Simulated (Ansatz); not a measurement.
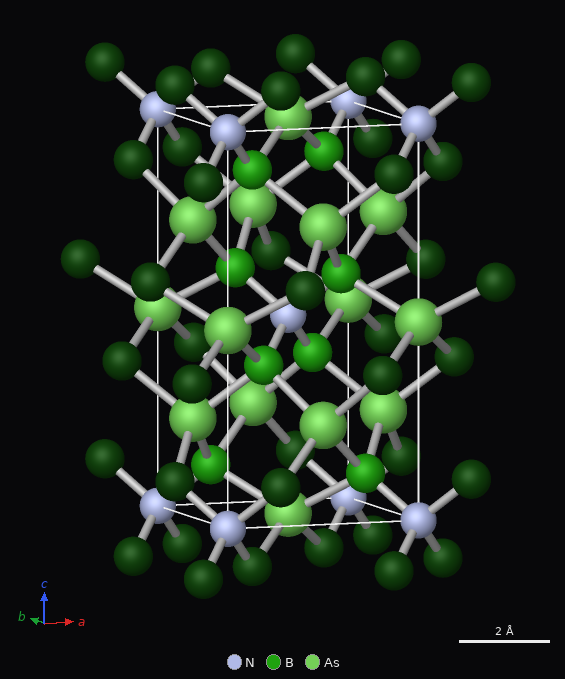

An orthographic ball-and-stick view of the structure, slightly off an axis. The frame is the conventional unit cell; atoms at its boundary are shown with their periodic copies. Periodic images bonded to atoms of the box are shown as well, in fainter colours.

B₄As₃N, space group I-42m (No. 121), a = 4.522 Å, b = 4.522 Å, c = 8.899 Å, α = 90.00°, β = 90.00°, γ = 90.00°. The structure was taken from a structure type filled with these elements by a generator (whether the compound takes this form wasn't checked). Earlier steps of the study, as a rule a relaxation of our own, may have changed the cell and positions, so they can lie some per cent off the listed ones. Ansatz was used for an electronic-structure calculation on it.

This one geometry was computed with Ansatz (DFT, plane waves, PAW) at five levels of theory: r2SCAN, PBE with spin-orbit coupling, HSE06, PBE and PBE0. It was relaxed beforehand with r2SCAN.

### Which level gives the highest pressure at this volume, and what does that say about its equilibrium volume?

Highest: PBE with spin-orbit coupling (2.1 GPa) and PBE (2.1 GPa), which points to the largest equilibrium volume. Lowest, with the smallest volume: HSE06 (-2.0 GPa) and PBE0 (-2.0 GPa). Levels within 0.5 GPa of each other can't be told apart.

### How does the band gap change with the level of theory?

PBE with spin-orbit coupling: a gap of 1.17 eV, direct; PBE: a gap of 1.24 eV, direct; r2SCAN: a gap of 1.53 eV, direct; HSE06: a gap of 2.03 eV, direct; PBE0: a gap of 2.72 eV, direct.

### Collect the results in a table.

| level | cutoff (eV) | k-mesh of the run's cell | gap (eV) | pressure (GPa) |
| --- | --- | --- | --- | --- |
| r2SCAN | 500 | 8×8×8 | 1.53 | 0.0 |
| PBE with spin-orbit coupling | 420 | 8×8×8 | 1.17 | 2.1 |
| HSE06 | 420 | 4×4×4 | 2.03 | -2.0 |
| PBE | 420 | 8×8×8 | 1.24 | 2.1 |
| PBE0 | 420 | 4×4×4 | 2.72 | -2.0 |

Gaps are taken on the k-mesh or band path of each run.
